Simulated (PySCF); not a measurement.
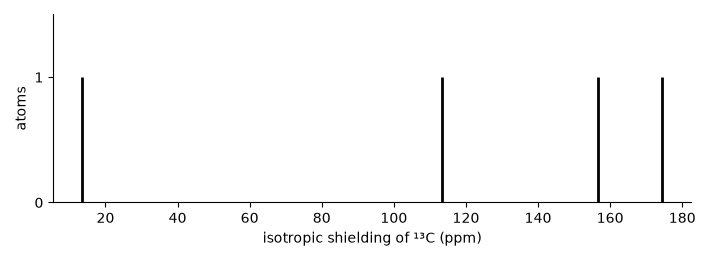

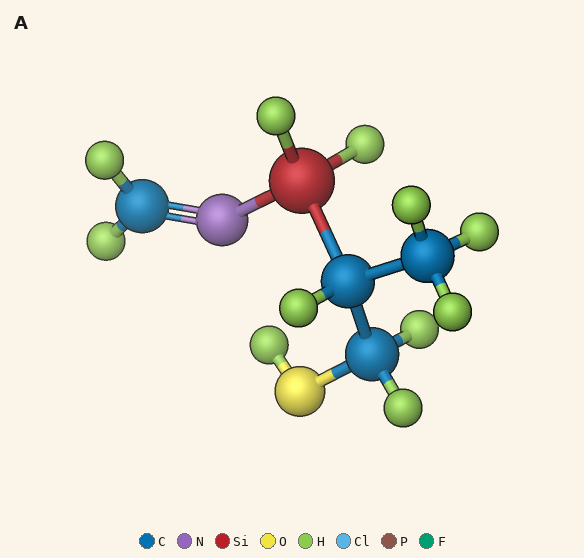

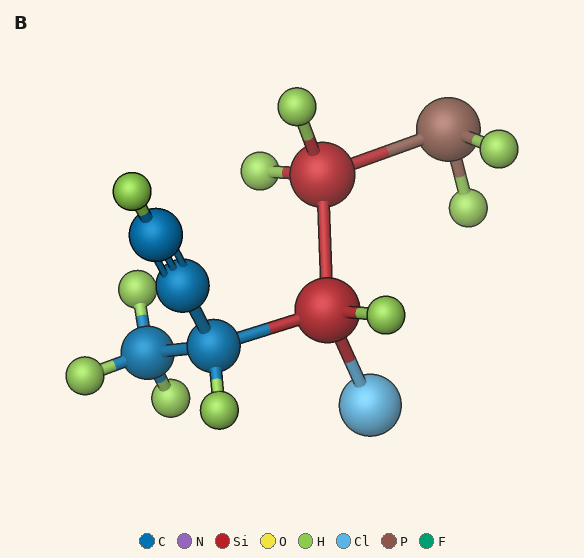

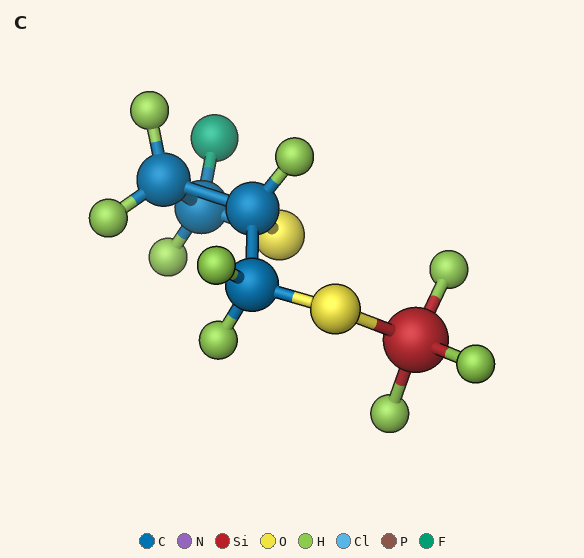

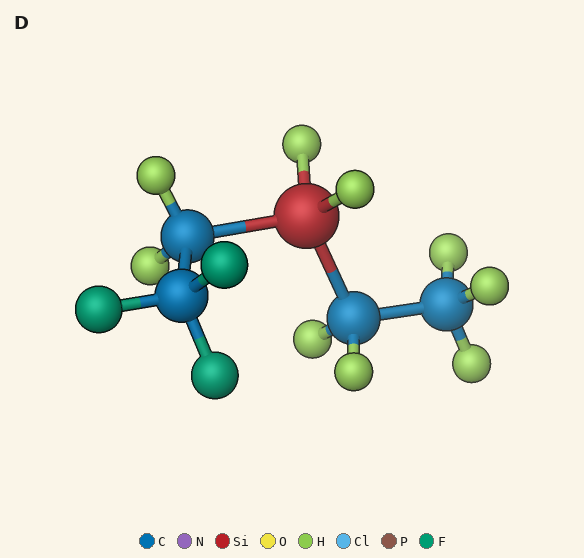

The sticks are computed shieldings of one of the molecules, for one fixed geometry (GFN2-xTB) without averaging over rotations. Low shielding means a high chemical shift. Method: GIAO PBE0/pcSseg-1 NMR shielding, non-relativistic, gas phase (PySCF 2.14.0).

Match the spectrum to a structure.

Answer. A, `C=N[SiH2][C@H](C)CO`. Its 4 C atoms give lines at 13.5, 113.4, 156.7, 174.4 ppm.

The geometry is semi-empirical. Around P, Si such bond lengths and angles can be off by a tenth of an ångström or more and by several degrees, and values that hang on the shape move with them.
